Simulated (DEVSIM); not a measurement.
Structure: abrupt Si p-n junction, at 300 K.

| layer (left to right) | material | thickness (μm) | Nd (cm⁻³) | Na (cm⁻³) | τn (s) | τp (s) |
|---|---|---|---|---|---|---|
| 1 | Si | 14.0 | - | 2.2e17 | 1.1e-5 | 1.1e-5 |
| 2 | Si | 3.00 | 3.6e16 | - | 1.1e-5 | 1.1e-5 |

Left contact: ohmic. Right contact: ohmic. Voltage is applied to the left contact. Recombination: SRH at mid-gap, Auger. Mobility is μmin + (μ − μmin)/(1 + (N/Nref)^α).

Constants are typed, rounded textbook-type inputs, not results; the design itself was drawn at random and stands for no fabricated device. Values at 300 K.

| parameter | Si |
|---|---|
| gap (eV) | 1.124 |
| affinity (eV) | 4.05 |
| permittivity | 11.7 |
| Nc (cm⁻³) | 2.86e19 |
| Nv (cm⁻³) | 3.1e19 |
| μn (cm²/Vs) | 1417 |
| μp (cm²/Vs) | 470 |
| μn,min | 52 |
| μp,min | 45 |
| Nref,n | 9.7e16 |
| Nref,p | 2.2e17 |
| αn | 0.68 |
| αp | 0.72 |
| Cn (cm⁶/s) | 2.8e-31 |
| Cp (cm⁶/s) | 9.9e-32 |

Simulated with DEVSIM: 1D drift-diffusion, Boltzmann statistics, complete ionisation; no tunnelling, impact ionisation, image-force lowering or self-heating.

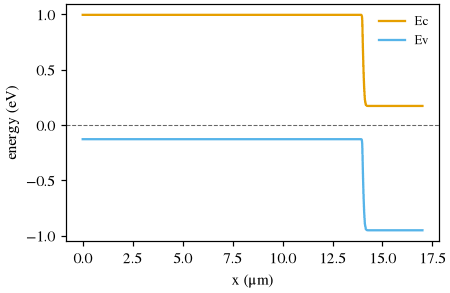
*Band edges at zero bias*

Energies count from the Fermi level of the right contact; mesh points crowd at the junctions.

| x (μm) | Ec (eV) | Ev (eV) | n (cm⁻³) | p (cm⁻³) | field (V/cm) |
|---|---|---|---|---|---|
| 0.000 | 0.996 | -0.128 | 530 | 2.2e17 | ≈ 0 |
| 0.03251 | 0.996 | -0.128 | 530 | 2.2e17 | ≈ 0 |
| 0.1089 | 0.996 | -0.128 | 530 | 2.2e17 | ≈ 0 |
| 0.2884 | 0.996 | -0.128 | 530 | 2.2e17 | ≈ 0 |
| 0.9924 | 0.996 | -0.128 | 530 | 2.2e17 | ≈ 0 |
| 2.364 | 0.996 | -0.128 | 530 | 2.2e17 | ≈ 0 |
| 5.588 | 0.996 | -0.128 | 530 | 2.2e17 | ≈ 0 |
| 11.15 | 0.996 | -0.128 | 530 | 2.2e17 | ≈ 0 |
| 12.80 | 0.996 | -0.128 | 530 | 2.2e17 | ≈ 0 |
| 13.50 | 0.996 | -0.128 | 530 | 2.2e17 | ≈ 0 |
| 13.80 | 0.996 | -0.128 | 530 | 2.2e17 | ≈ 0 |
| 13.96 | 0.994 | -0.130 | 570 | 2.0e17 | -2300 |
| 13.99 | 0.898 | -0.226 | 24000 | 4.9e15 | -71000 |
| 14.02 | 0.684 | -0.440 | 9.2e7 | 1.3e12 | -74000 |
| 14.12 | 0.233 | -0.891 | 3.4e15 | 34000 | -20000 |
| 14.31 | 0.173 | -0.951 | 3.6e16 | 3200 | ≈ 0 |
| 14.75 | 0.173 | -0.951 | 3.6e16 | 3200 | ≈ 0 |
| 15.73 | 0.173 | -0.951 | 3.6e16 | 3200 | ≈ 0 |
| 16.62 | 0.173 | -0.951 | 3.6e16 | 3200 | ≈ 0 |
| 16.85 | 0.173 | -0.951 | 3.6e16 | 3200 | ≈ 0 |
| 16.95 | 0.173 | -0.951 | 3.6e16 | 3200 | ≈ 0 |
| 17.00 | 0.173 | -0.951 | 3.6e16 | 3200 | ≈ 0 |
